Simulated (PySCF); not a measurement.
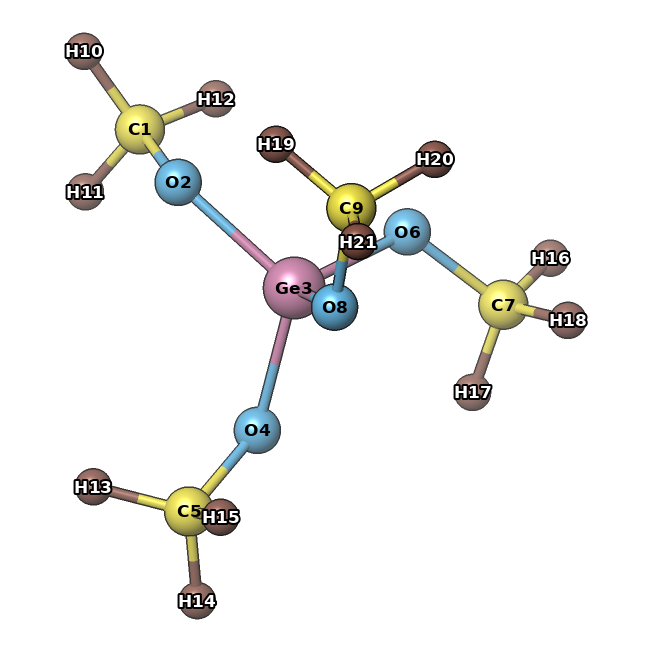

Ge3 lies behind O8. The molecule seen a little off the O8–Ge3 bond, O8 in front. Depth is shown by fading: the farther an atom, the more it takes the colour of the background. The geometry was computed by an optimisation with PBE0-D3(BJ)/def2-SVP. No frequency run is at hand to confirm it as a minimum.

### What is the torsion angle C9–O8–Ge3–O2? The sign is positive where the front bond must turn clockwise to cover the back bond.

−46°, synclinal (gauche).
